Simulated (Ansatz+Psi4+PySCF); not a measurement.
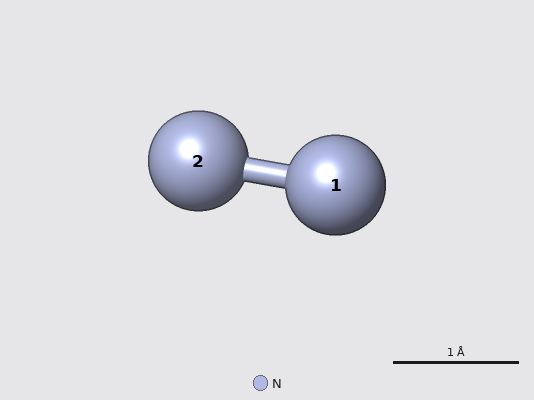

Simulated data, not a measurement (program: Ansatz+Psi4+PySCF).

The species has charge +2 and is a spin singlet. Geometry: a fixed input geometry, not necessarily a minimum.

Give the bond lengths.

```
 bond  length (Å)
N1–N2       1.130
```
